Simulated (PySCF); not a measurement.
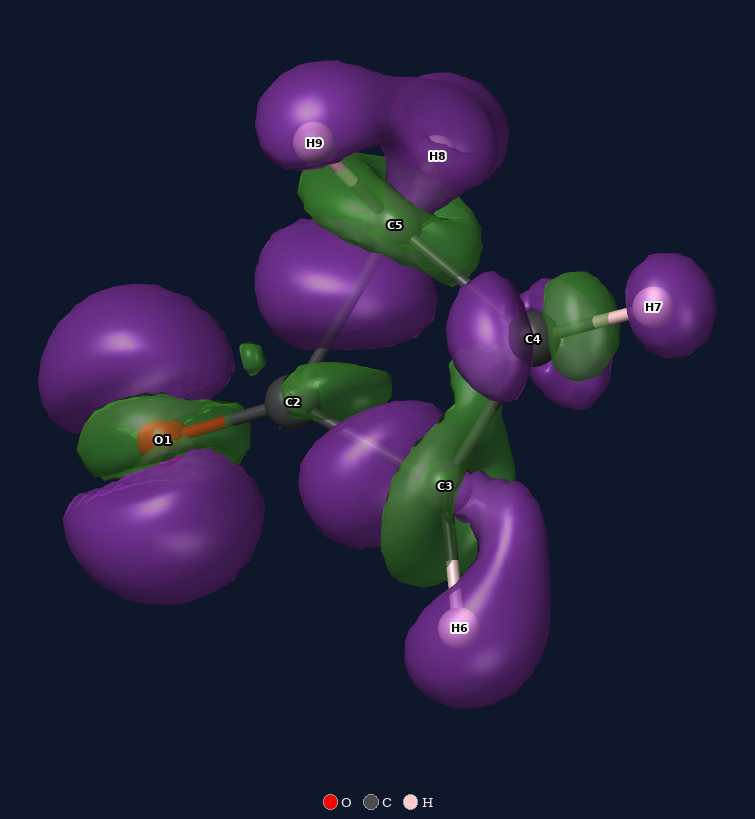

Figure. C4H4O, charge +1, doublet, SMILES `O=C1[CH+][CH]C1`. Fukui function f⁺ = ρ(N+1) − ρ(N) at fixed geometry, surfaces at ±0.03 e/Å³ (purple positive, green negative).

Computed with PySCF, PBE0/def2-SVPD, geometry: GFN2-xTB. No frequency check shows the geometry to be a minimum. GFN2-xTB doesn't know the spin state, so this open-shell geometry is rough.

The calculation's input:

```python
import numpy as np
from pyscf import gto, scf, dft
from pyscf.scf import atom_ks, atom_hf
from scipy.linalg import block_diag

def solve(mol, dm0=None, hcore=None):
    mf = (dft.UKS if mol.spin else dft.RKS)(mol, xc='pbe0')
    mf.grids.level = 3
    mf = mf.density_fit(auxbasis='def2-universal-jkfit')
    mf.conv_tol, mf.max_cycle = 1e-8, 80
    if hcore is not None:
        mf.get_hcore = lambda *args: hcore
    mf.kernel(dm0)
    if not mf.converged:
        mf = mf.newton().run(mf.mo_coeff, mf.mo_occ, max_cycle=30)
    assert mf.converged, 'SCF not converged'
    return mf

mol = gto.M(atom='''
O     -1.82259    -0.01938    -0.00010
C     -0.66308    -0.03901    -0.00005
C      0.47280    -1.00763    -0.00016
C      1.47232    -0.12677    -0.00016
C      0.50770     1.03178     0.00068
H      0.34431    -2.08306     0.00162
H      2.54556    -0.17195    -0.00095
H      0.47583     1.62956    -0.91517
H      0.47666     1.63032     0.91344
''', basis='def2-svpd', charge=1, spin=1, verbose=4)
mf = solve(mol)
out = dict(e0=mf.e_tot, dm0=mf.make_rdm1(), c=mf.mo_coeff, occ=mf.mo_occ, eps=mf.mo_energy)
for name, dq, spin in [('cation', 1, 0), ('anion', -1, 0)]:
    ion = mol.copy().set(charge=mol.charge + dq, spin=spin).build()
    mi = solve(ion)
    if spin and dq > 0 and mol.nao < 130:
        c, _, stable, _ = mi.stability(return_status=True)
        if not stable:
            mi = solve(ion, mi.make_rdm1(c, mi.mo_occ))
    print(name, 'vertical energy change / eV', (mi.e_tot - mf.e_tot) * 27.211386)
    out.update({'e_' + name: mi.e_tot, 'dm_' + name: mi.make_rdm1(), 's2_' + name: mi.spin_square()[0], 'eps_' + name: mi.mo_energy, 'occ_' + name: mi.mo_occ})
# spherically averaged free atoms, for the promolecule
atm = atom_ks.get_atm_nrks(mol, xc='pbe0')
pro = block_diag(*[(atm[a[0]][2] * atm[a[0]][3]) @ atm[a[0]][2].T for a in mol._atom])
np.savez('result.npz', pro=pro, **out)
```

Command:

```sh
OMP_NUM_THREADS=1 python input.py
```

The run took 66 s on 1 thread of Arm Neoverse V2, on a shared host, peak memory 0.58 GiB.

Partitions, critical points and surface values were worked out afterwards from this run's density.

**On which atoms does the density change most on addition of an electron?**

f⁺ (Hirshfeld-condensed) is largest on O1 (0.30); the vertical electron affinity is 9.37 eV (to the singlet neutral species, which needn't be its lowest state). Condensed values hint at sites of nucleophilic attack but needn't mark the atom that reacts. Orbital relaxation makes it negative in places (0.23 e in all).

| atom | f⁺ | charge |
| --- | --- | --- |
| O1 | +0.30 | +0.06 |
| C2 | +0.11 | +0.27 |
| C3 | +0.09 | +0.04 |
| C4 | +0.10 | +0.10 |
| C5 | +0.12 | +0.04 |
| H6 | +0.08 | +0.13 |
| H7 | +0.06 | +0.14 |
| H8 | +0.07 | +0.11 |
| H9 | +0.07 | +0.11 |
